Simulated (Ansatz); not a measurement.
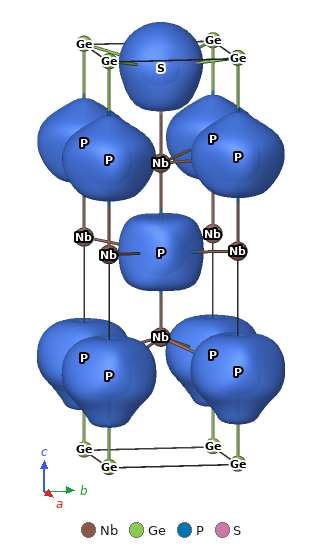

Figure 1: Nb$_{3}$GeP$_{3}$S. Isosurface of the electron localisation function at 0.65 (blue), seen slightly off an axis. Core shells and regions of very low density are left out. Sticks mark near contacts.

Space group P4mm; a structure from a database of computed crystals, not necessarily the ambient phase; a generated structure, not necessarily the stable one.

These are results of DFT r2SCAN, scalar-relativistic, plane waves, PAW (Ansatz 0.2.0), not measurements.

In a PAW calculation such maps are meaningful between the atoms, not at the nuclei.

The calculation's input:

```
crystal:
  lattice:
    - [3.5413473892, 0.0, 0.0]
    - [0.0, 3.5413473892, 0.0]
    - [0.0, 0.0, 11.0558302747]
  atoms:
    - { symbol: Nb, position: [0.5, 0.5, 0.2964022331] }
    - { symbol: Nb, position: [0.0, 0.0, 0.5257315093] }
    - { symbol: Nb, position: [0.5, 0.5, 0.7250754471] }
    - { symbol: Ge, position: [0.0, 0.0, 0.002164447] }
    - { symbol: P, position: [0.0, 0.0, 0.2276313288] }
    - { symbol: P, position: [0.5, 0.5, 0.5047507997] }
    - { symbol: P, position: [0.0, 0.0, 0.7579411511] }
    - { symbol: S, position: [0.5, 0.5, 0.960303084] }
basis:
  ecutwfc: 500
kpoints:
  mp_grid: { grid: [10, 10, 4] }
  band_path:
    path:
      - [[0.0, 0.0, 0.0], [0.0, 0.5, 0.0], [0.5, 0.5, 0.0], [0.0, 0.0, 0.0], [0.0, 0.0, 0.5], [0.0, 0.5, 0.5], [0.5, 0.5, 0.5], [0.0, 0.0, 0.5]]
      - [[0.0, 0.5, 0.0], [0.0, 0.5, 0.5]]
      - [[0.5, 0.5, 0.0], [0.5, 0.5, 0.5]]
    npoints: 14
hamiltonian:
  xc: r2scan
scf:
  occupations: { method: gaussian, width: 0.1 }
  n_extra_bands: 20
output:
  forces: true
  stress: true
  eigenvalues: true
  populations: true
  dos: { projected: true, de: 0.02, nscf_kmesh: { grid: [12, 12, 5] } }
  bader: true
  write_density: true
  write_potential: true
  elf: true
  volumetric_format: npy
```

Launched as:

```sh
ansatz run input.yaml --threads 1 --pin off --max-ram 2560MiB --backend cpu --events-out ev --progress --plain --runs-dir out
```

Below, planes, directions and counts refer to the conventional cell (a = 3.54 Å, b = 3.54 Å, c = 11.06 Å, α = 90.00°, β = 90.00°, γ = 90.00°).

Where are the electrons localised?

At this value the surface marks out one region on P in which the atom's valence shell and bonds are merged, two regions wrapped around P (the valence shell of each) and one region wrapped around S (its valence shell), counted in one cell of 8 atoms. Any copies at cell faces, edges or corners count once. Along the contacts the grid gives the following. Nb–P (2.30 Å): the ELF peaks at about 0.80 in the valence shell of P, 0.8 Å from its nucleus, and is about 0.45 at the midpoint. Ge–P (2.49 Å): the ELF peaks at about 0.85 in the valence shell of P, 0.8 Å from its nucleus, and is about 0.80 at the midpoint.
